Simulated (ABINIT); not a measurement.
# LiCl (Fm-3m): G0W0 in ABINIT against the screening cutoff in the self-energy

How does the gap of LiCl (Fm-3m) converge in the screening cutoff in the self-energy?

Calculated with ABINIT 10.8.3; LDA and many-body steps on it, plane waves.

The database entry behind the starting cell differs from later determinations by our own check (0.1 to 0.3 % short, probably kX units), so it need not match the best structure at ambient conditions.

## 1. The structure

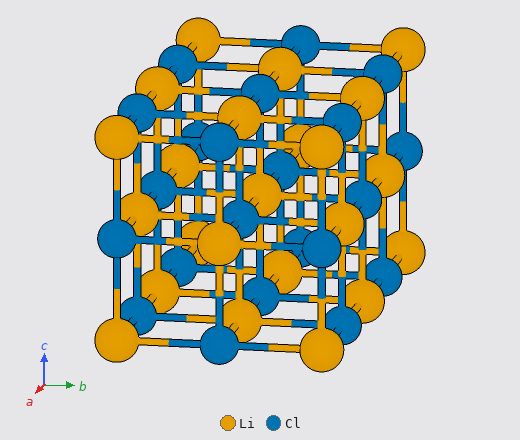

Start, viewed slightly off an axis; lithium orange, chlorine blue. 2×1×1 cells are drawn. This picture shows the conventional cell, with its axes. Some periodic images of atoms are drawn too.

The cell and positions come from the Crystallography Open Database and are kept as given unless a step says otherwise.

## 2. Screening, 4×4×4 mesh, 160 bands, screening to 217.7 eV

This step: ABINIT 10.8.3; RPA screening on LDA, plane waves, norm-conserving pseudopotentials.

The RPA dielectric matrix is built and inverted for each q.

The input, run.abi:

```
acell 3*1.0 Angstrom
rprim 
  0.000000000000 2.564770000000 2.564770000000
  2.564770000000 0.000000000000 2.564770000000
  2.564770000000 2.564770000000 -0.000000000000
ntypat 2
znucl 3 17
natom 2
typat 1 2
xred 
  0.000000000000 0.000000000000 0.000000000000
  0.500000000000 0.500000000000 0.500000000000
pp_dirpath "pseudos"
pseudos "Li.upf, Cl.upf"
ecut 33
ngkpt 4 4 4
nshiftk 1
shiftk 0 0 0
kptopt 1
chksymbreak 0
istwfk *1
occopt 1
irdwfk 1
optdriver 3
nband 160
ecuteps 8
inclvkb 2
awtr 1
symchi 1
indata_prefix "in"
outdata_prefix "out"
tmpdata_prefix "tmp"
```

Run with:

```bash
> OMP_NUM_THREADS=1 mpirun -n 4 abinit run.abi > log
```

Output:

```text
.Version 10.8.3 of ABINIT. v10.8.2 released Aug 2026.

 Symmetries : space group Fm -3 m (#225); Bravais cF (face-center cubic)
[... echo of the input left out ...]
== DATASET  1 ==================================================================
-   mpi_nproc: 4, omp_nthreads: 1 (-1 if OMP is not activated)

--- !DatasetInfo
iteration_state: {dtset: 1, }
dimensions: {natom: 2, nkpt: 8, mband: 160, nsppol: 1, nspinor: 1, nspden: 1, mpw: 2085, }
cutoff_energies: {ecut:  33.0, pawecutdg:  -1.0, }
electrons: {nelect:   1.00000000E+01, charge:   0.00000000E+00, occopt:   1.00000000E+00, tsmear:   1.00000000E-02, }

 SCREENING: Calculation of the susceptibility and dielectric matrices

 Based on a program developped by R.W. Godby, V. Olevano, G. Onida, and L. Reining.
 Incorporated in ABINIT by V. Olevano, G.-M. Rignanese, and M. Torrent.
.Using double precision arithmetic ; gwpc =  8

[... cell and pseudopotentials left out ...]
--------------------------------------------------------------------------------

 ==== K-mesh for the wavefunctions ====
 Number of points in the irreducible wedge :     8
[... list of points left out ...]
 Together with 48 symmetry operations and time-reversal symmetry
 yields    64 points in the full Brillouin Zone.

 ==== Q-mesh for the screening function ====
 Number of points in the irreducible wedge :     8
[... list of points left out ...]
 Together with 48 symmetry operations and time-reversal symmetry
 yields    64 points in the full Brillouin Zone.

 setmesh: FFT mesh size selected  =    27x   27x   27
          total number of points  =        19683

 vcoul_init : cutoff-mode = AUXILIARY_FUNCTION
 q-points for optical limit:   1
     1)      0.000010    0.000020    0.000030

- screening: taking advantage of time-reversal symmetry
- Maximum band index for partially occupied states nbvw = 5
- Remaining bands to be divided among processors   nbcw = 155
- Number of bands treated by each node ~38

 Number of electrons calculated from density =   10.0000; Expected =   10.0000
 average of density, n =  0.043917
 r_s =    1.7583
 omega_plasma =   20.2148 [eV]

 calculating chi0 at frequencies [eV] :
  1    0.000000E+00    0.000000E+00
  2    0.000000E+00    2.021481E+01

--------------------------------------------------------------------------------
  q-point number  1        q = ( 0.000000, 0.000000, 0.000000) [r.l.u.]
--------------------------------------------------------------------------------
[... chi0 elements left out ...]
 For q-point:  0.000010 0.000020 0.000030
  dielectric constant =   3.0040
  dielectric constant without local fields =   3.5210

  Average fulfillment of the sum rule on Im[epsilon] for q-point    1 :     86.94  [%]
[... wings left out ...]
  q-point number  2        q = ( 0.250000, 0.000000, 0.000000) [r.l.u.]
--------------------------------------------------------------------------------
[... chi0 elements left out ...]
  Average fulfillment of the sum rule on Im[epsilon] for q-point    2 :     90.30  [%]

 [... 6 further q-points ...]
```

Run time: 17 s. Hardware: 4 MPI ranks of Arm Neoverse V2, shared host; peak memory 0.79 GiB; 66 s of CPU time.

Numbers from this step:

* ε∞ with local fields, on this mesh, along the program's q direction: 3.004
* the same without local fields: 3.521
* plasma frequency: 20.21 eV
* plane waves in the screening matrix: 259

Local fields lower ε∞ by 15 %. On a Γ-centred mesh this coarse the value itself is usually too large, while a short band sum pulls it down.

## 3. 0.8 Ha

This step: G0W0 on LDA, plane waves, norm-conserving pseudopotentials.

run.abi, as its differences from that of step 2:

```diff
@@ -23,8 +23,15 @@
 irdwfk 1
-optdriver 3
+optdriver 4
 nband 160
-ecuteps 8
-inclvkb 2
-awtr 1
-symchi 1
+gwcalctyp 0
+ecutsigx 33
+symsigma 1
+nkptgw 1
+kptgw 
+  0.0000000000 0.0000000000 0.0000000000
+bdgw 
+  3 9
+ecuteps 0.8
+irdscr 1
+ppmodel 1
 indata_prefix "in"
```

Output:

```text
.Version 10.8.3 of ABINIT. v10.8.2 released Aug 2026.

 Symmetries : space group Fm -3 m (#225); Bravais cF (face-center cubic)
[... echo of the input left out ...]
== DATASET  1 ==================================================================
-   mpi_nproc: 4, omp_nthreads: 1 (-1 if OMP is not activated)

--- !DatasetInfo
iteration_state: {dtset: 1, }
dimensions: {natom: 2, nkpt: 8, mband: 160, nsppol: 1, nspinor: 1, nspden: 1, mpw: 2085, }
cutoff_energies: {ecut:  33.0, pawecutdg:  -1.0, }
electrons: {nelect:   1.00000000E+01, charge:   0.00000000E+00, occopt:   1.00000000E+00, tsmear:   1.00000000E-02, }

 SIGMA: Calculation of the GW corrections

 Based on a program developped by R.W. Godby, V. Olevano, G. Onida, and L. Reining.
 Incorporated in ABINIT by V. Olevano, G.-M. Rignanese, and M. Torrent.
.Using double precision arithmetic ; gwpc =  8

[... cell and pseudopotentials left out ...]
--------------------------------------------------------------------------------

 ==== K-mesh for the wavefunctions ====
 Number of points in the irreducible wedge :     8
[... list of points left out ...]
 Together with 48 symmetry operations and time-reversal symmetry
 yields    64 points in the full Brillouin Zone.

 ==== Q-mesh for screening function ====
 Number of points in the irreducible wedge :     8
[... list of points left out ...]
 Together with 48 symmetry operations and time-reversal symmetry
 yields    64 points in the full Brillouin Zone.

 vcoul_init : cutoff-mode = AUXILIARY_FUNCTION
 q-points for optical limit:   1
     1)      0.000010    0.000020    0.000030
 setmesh: FFT mesh size selected  =    36x   36x   36
          total number of points  =        46656

 Number of electrons calculated from density =   10.0000; Expected =   10.0000
 average of density, n =  0.043917
 r_s =    1.7583
 omega_plasma =   20.2148 [eV]

 === KS Band Gaps ===
  >>>> For spin  1
   Minimum direct gap =   5.9890 [eV], located at k-point      :   0.0000  0.0000  0.0000
   Fundamental gap    =   5.9890 [eV], Top of valence bands at :   0.0000  0.0000  0.0000
                                       Bottom of conduction at :   0.0000  0.0000  0.0000
 SIGMA fundamental parameters:
 PLASMON POLE MODEL  1
 number of plane-waves for SigmaX                 2085
 number of plane-waves for SigmaC and W              9
 number of plane-waves for wavefunctions          2085
 number of bands                                   160
 number of independent spin polarizations            1
 number of spinorial components                      1
 number of k-points in IBZ                           8
 number of q-points in IBZ                           8
 number of symmetry operations                      48
 number of k-points in BZ                           64
 number of q-points in BZ                           64
 number of frequencies for dSigma/dE                 9
 frequency step for dSigma/dE [eV]                0.25
 number of omega for Sigma on real axis              0
 max omega for Sigma on real axis  [eV]           0.00
 zcut for avoiding poles [eV]                     0.10

 EPSILON^-1 parameters (SCR file):
 dimension of the eps^-1 matrix on file            259
 dimension of the eps^-1 matrix used                 9
 number of plane-waves for wavefunctions          2085
 number of bands                                   160
 number of q-points in IBZ                           8
 number of frequencies                               2
 number of real frequencies                          1
 number of imag frequencies                          1

 matrix elements of self-energy operator (all in [eV])

 Perturbative Calculation

--- !SelfEnergy_ee
iteration_state: {dtset: 1, }
kpoint     : [   0.000,    0.000,    0.000, ]
spin       : 1
KS_gap     :    5.989
QP_gap     :    9.015
Delta_QP_KS:    3.026
data: !SigmaeeData |
     Band     E0 <VxcDFT>   SigX SigC(E0)      Z dSigC/dE  Sig(E)    E-E0       E
        3   0.082 -14.528 -18.906   2.479   0.847  -0.181 -16.137  -1.608  -1.526
        4   0.082 -14.528 -18.906   2.479   0.847  -0.181 -16.137  -1.608  -1.526
        5   0.082 -14.528 -18.906   2.479   0.847  -0.181 -16.137  -1.608  -1.526
        6   6.071  -9.728  -4.830  -3.249   0.860  -0.163  -8.310   1.418   7.489
        7  11.664  -9.876  -4.327  -3.297   0.849  -0.178  -7.964   1.911  13.576
        8  11.664  -9.876  -4.327  -3.297   0.849  -0.178  -7.964   1.911  13.576
        9  11.664  -9.876  -4.327  -3.297   0.849  -0.178  -7.964   1.911  13.576

== END DATASET(S) ==============================================================
================================================================================

 -outvars: echo values of variables after computation  --------
           etotal      0.0000000000E+00
            nband         160
             nkpt           8
          spgroup         225
 [... the other variables as echoed above ...]

 Calculation completed.
```

It took 2.1 s on 4 MPI ranks; peak memory 0.16 GiB; 8.1 s of CPU time.

This step gave:

```
G0W0 gap on the points computed              : 9.015 eV
starting gap on the mesh                     : 5.989 eV
k of the valence top                         : 0, 0, 0
k of the conduction bottom                   : 0, 0, 0
Z at the valence top                         : 0.847
Z at the conduction bottom                   : 0.86
least direct G0W0 gap on the computed points : 9.015 eV
```

## 4. 1.6 Ha

run.abi, as its differences from that of step 3:

```diff
@@ -33,3 +33,3 @@
   3 9
-ecuteps 0.8
+ecuteps 1.6
 irdscr 1
```

Output:

```text
.Version 10.8.3 of ABINIT. v10.8.2 released Aug 2026.

 Symmetries : space group Fm -3 m (#225); Bravais cF (face-center cubic)
[... echo of the input left out ...]
== DATASET  1 ==================================================================
-   mpi_nproc: 4, omp_nthreads: 1 (-1 if OMP is not activated)

--- !DatasetInfo
iteration_state: {dtset: 1, }
dimensions: {natom: 2, nkpt: 8, mband: 160, nsppol: 1, nspinor: 1, nspden: 1, mpw: 2085, }
cutoff_energies: {ecut:  33.0, pawecutdg:  -1.0, }
electrons: {nelect:   1.00000000E+01, charge:   0.00000000E+00, occopt:   1.00000000E+00, tsmear:   1.00000000E-02, }

 SIGMA: Calculation of the GW corrections

 Based on a program developped by R.W. Godby, V. Olevano, G. Onida, and L. Reining.
 Incorporated in ABINIT by V. Olevano, G.-M. Rignanese, and M. Torrent.
.Using double precision arithmetic ; gwpc =  8

[... cell and pseudopotentials left out ...]
--------------------------------------------------------------------------------

 ==== K-mesh for the wavefunctions ====
 Number of points in the irreducible wedge :     8
[... list of points left out ...]
 Together with 48 symmetry operations and time-reversal symmetry
 yields    64 points in the full Brillouin Zone.

 ==== Q-mesh for screening function ====
 Number of points in the irreducible wedge :     8
[... list of points left out ...]
 Together with 48 symmetry operations and time-reversal symmetry
 yields    64 points in the full Brillouin Zone.

 vcoul_init : cutoff-mode = AUXILIARY_FUNCTION
 q-points for optical limit:   1
     1)      0.000010    0.000020    0.000030
 setmesh: FFT mesh size selected  =    36x   36x   36
          total number of points  =        46656

 Number of electrons calculated from density =   10.0000; Expected =   10.0000
[...]
number of q-points in BZ                           64
 number of frequencies for dSigma/dE                 9
 frequency step for dSigma/dE [eV]                0.25
 number of omega for Sigma on real axis              0
 max omega for Sigma on real axis  [eV]           0.00
 zcut for avoiding poles [eV]                     0.10

 EPSILON^-1 parameters (SCR file):
 dimension of the eps^-1 matrix on file            259
 dimension of the eps^-1 matrix used                15
 number of plane-waves for wavefunctions          2085
 number of bands                                   160
 number of q-points in IBZ                           8
 number of frequencies                               2
 number of real frequencies                          1
 number of imag frequencies                          1

 matrix elements of self-energy operator (all in [eV])

 Perturbative Calculation

--- !SelfEnergy_ee
iteration_state: {dtset: 1, }
kpoint     : [   0.000,    0.000,    0.000, ]
spin       : 1
KS_gap     :    5.989
QP_gap     :    8.641
Delta_QP_KS:    2.652
data: !SigmaeeData |
     Band     E0 <VxcDFT>   SigX SigC(E0)      Z dSigC/dE  Sig(E)    E-E0       E
        3   0.082 -14.528 -18.906   2.577   0.827  -0.209 -16.018  -1.490  -1.408
        4   0.082 -14.528 -18.906   2.577   0.827  -0.209 -16.018  -1.490  -1.408
        5   0.082 -14.528 -18.906   2.577   0.827  -0.209 -16.018  -1.490  -1.408
        6   6.071  -9.728  -4.830  -3.533   0.851  -0.175  -8.566   1.162   7.233
        7  11.664  -9.876  -4.327  -3.567   0.839  -0.192  -8.213   1.662  13.327
        8  11.664  -9.876  -4.327  -3.567   0.839  -0.192  -8.213   1.662  13.327
        9  11.664  -9.876  -4.327  -3.567   0.839  -0.192  -8.213   1.662  13.327

== END DATASET(S) ==============================================================
================================================================================

 -outvars: echo values of variables after computation  --------
           etotal      0.0000000000E+00
            nband         160
             nkpt           8
          spgroup         225
 [... the other variables as echoed above ...]

 Calculation completed.
```

Wall time 2.1 s (4 MPI ranks); peak memory 0.16 GiB.

This step gave:

| Quantity | Value |
| --- | --- |
| G0W0 gap on the points computed | 8.641 eV |
| starting gap on the mesh | 5.989 eV |
| k of the valence top | 0, 0, 0 |
| k of the conduction bottom | 0, 0, 0 |
| Z at the valence top | 0.827 |
| Z at the conduction bottom | 0.851 |
| least direct G0W0 gap on the computed points | 8.641 eV |

## 5. 2.8 Ha

The self-energy is evaluated for the states that the input lists, and the levels follow from it, in one-shot runs by the linearised quasiparticle equation.

run.abi, as its differences from that of step 4:

```diff
@@ -33,3 +33,3 @@
   3 9
-ecuteps 1.6
+ecuteps 2.8
 irdscr 1
```

Output:

```text
.Version 10.8.3 of ABINIT. v10.8.2 released Aug 2026.

 Symmetries : space group Fm -3 m (#225); Bravais cF (face-center cubic)
[... echo of the input left out ...]
== DATASET  1 ==================================================================
-   mpi_nproc: 4, omp_nthreads: 1 (-1 if OMP is not activated)

--- !DatasetInfo
iteration_state: {dtset: 1, }
dimensions: {natom: 2, nkpt: 8, mband: 160, nsppol: 1, nspinor: 1, nspden: 1, mpw: 2085, }
cutoff_energies: {ecut:  33.0, pawecutdg:  -1.0, }
[...]
7  11.664  -9.876  -4.327  -3.837   0.832  -0.202  -8.452   1.424  13.088
        8  11.664  -9.876  -4.327  -3.837   0.832  -0.202  -8.452   1.424  13.088
        9  11.664  -9.876  -4.327  -3.837   0.832  -0.202  -8.452   1.424  13.088

== END DATASET(S) ==============================================================
================================================================================

 -outvars: echo values of variables after computation  --------
           etotal      0.0000000000E+00
            nband         160
             nkpt           8
          spgroup         225
 [... the other variables as echoed above ...]

 Calculation completed.
```

It took 2.4 s on 4 MPI ranks; peak memory 0.16 GiB; 9.2 s of CPU time.

This step gave:

```yaml
g0w0_gap_on_the_points_computed: 8.821 eV
starting_gap_on_the_mesh: 5.989 eV
k_of_the_valence_top: 0, 0, 0
k_of_the_conduction_bottom: 0, 0, 0
least_direct_g0w0_gap_on_the_computed_points: 8.821 eV
```

The gap on the mesh goes from 5.99 eV to 8.82 eV, a correction of +2.83 eV.

[end of part 1 of 2]

[Paths, hosts, dates, memory and timing lines, banners, echoed tables and standing remarks are left out of the program output.]

[Logs are printed without paths, hosts, clocks, repeated set-up lines and the standing remarks that a program may print on its own settings, such as how far it seeks lower states.]

[Runs of the session that timed out or met a known fault of the program may be left out.]

[Hosts, paths, dates, database ids (printed as entryN), source tags and the programs' standing remarks are cut or masked in the printed files.]

[G0W0 gaps are taken among the corrected bands and points alone; a level outside them can change the order at an edge.]

[Where Ansatz stands beside ABINIT at settings called matched, ABINIT's density can come from a denser mesh and the files from another edition; pairs whose starting gaps differed by over 0.03 eV were left out, so agreement reads better than it is.]
